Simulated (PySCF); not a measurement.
## Electronic structure of AlGaH3O2 (charge +1) in real space

The calculation's input:

```
# AlGaH3O2
import pyscf.grad
from pyscf import gto, dft

mol = gto.M(
    atom='''
Al   0.918226  -0.110254  -0.317328
Ga  -1.929964   0.427183   0.997255
O   -0.494785   0.800315  -0.819403
O    0.163939  -0.608064   1.186726
H    0.499201  -1.162484   1.916895
H   -0.665086   1.323320  -1.625853
H    2.313049  -0.376537  -0.961958
''',
    spin=0,
    basis='def2-tzvpd',
    verbose=3,
    max_memory=3720,
    charge=1,
)

myscf = dft.RKS(mol)
myscf.xc = 'pbe0'
myscf = myscf.density_fit(auxbasis='def2-universal-jkfit')
myscf.grids.level = 3
myscf.max_cycle = 100
myscf.conv_tol = 1e-09
myscf.kernel()
if not myscf.converged:
    myscf = myscf.newton().run(myscf.mo_coeff, myscf.mo_occ)

energy = myscf.e_tot
print('E(%s) = %.9f' % ('PBE0', energy))
grad = myscf.Gradients().kernel()
dip = myscf.dip_moment()
pop, q = myscf.mulliken_pop()
```

Run with:

```sh
OMP_NUM_THREADS=2 python run.py
```

Geometry: BLYP-D3(BJ)/def2-SVP.

Method: Gaussian-basis quantum chemistry of an isolated molecule with PySCF, energy and nuclear gradient, functional PBE0 (PySCF).

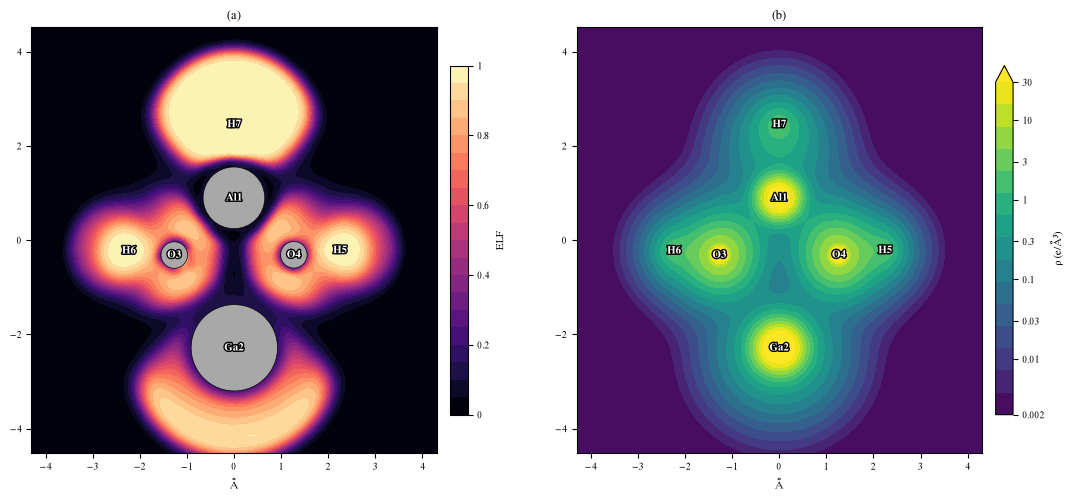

Figure 1. (a) ELF; (b) total electron density on the molecular plane. Grey discs cover the atomic cores in the ELF map.

**Interpret the plot.**

The section cuts through Al, Ga, O and H sites. Al–O (1.75 Å): ρ is about 0.8 e/Å³ halfway; the ELF peaks at about 0.85 in the valence shell of O, 0.6 Å from its nucleus, and is about 0.50 at the midpoint. Ga–O (2.34 Å): ρ is about 0.27 e/Å³ halfway; the ELF is about 0.20 at the midpoint. O–H (0.98 Å): the density is about 3.7 e/Å³ at the midpoint; the ELF climbs to about 1 towards the hydrogen, as it does in any bond to H: an ordinary covalent bond to hydrogen. Al–H (1.56 Å): ρ is about 0.6 e/Å³ halfway; the ELF climbs to about 1 towards the hydrogen.

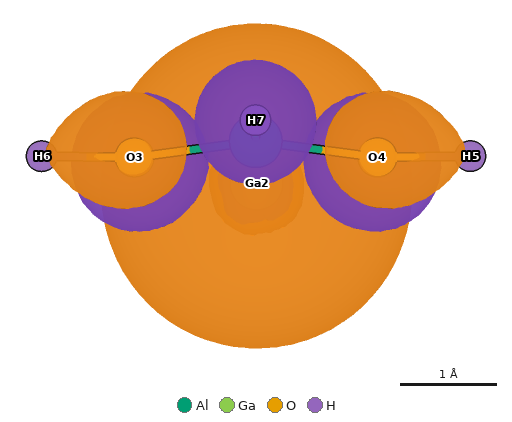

Figure 2. One frontier orbital at ±0.1 Å⁻³ᐟ² (orange and purple are the two phases), seen from one side.

**Which orbital is it: HOMO or LUMO?**

The HOMO, at −12.63 eV. By Hirshfeld shares it lies mainly on Ga2 (about 70 %), O3 (about 10 %) and O4 (about 10 %); it is symmetric in the molecular plane (an in-plane orbital: σ, lone-pair or in-plane π type).

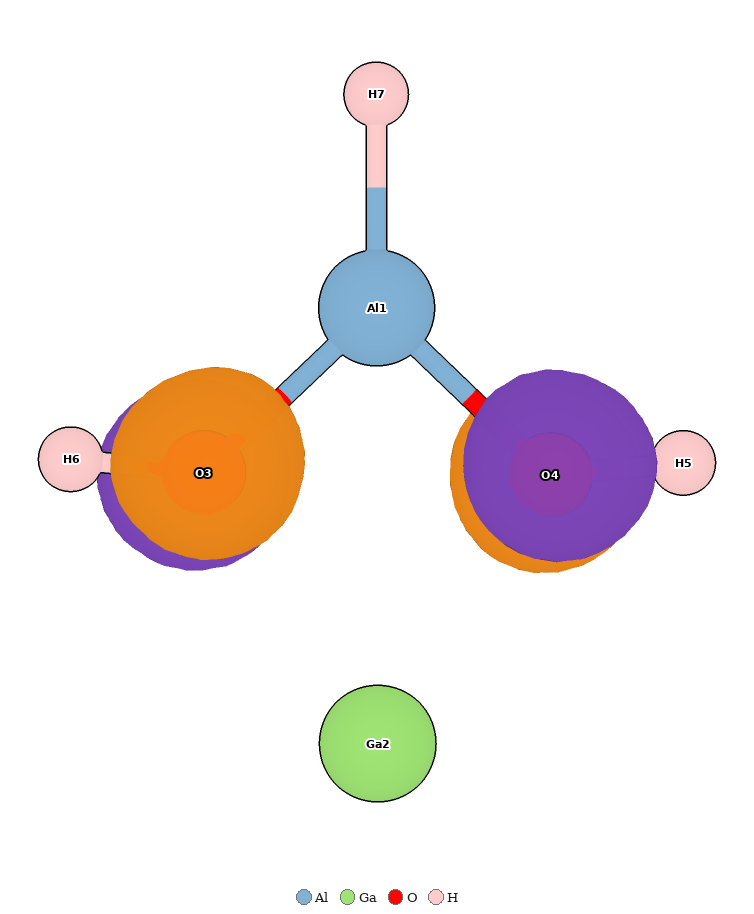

Figure 3. The HOMO−1 at ±0.2 Å⁻³ᐟ² (orange and purple are the two phases), seen across its widest extent.

**What is the character of this orbital?**

It lies mainly on O3 (about 40 %) and O4 (about 40 %); it changes sign across the molecular plane (π type). Its energy is −14.51 eV.
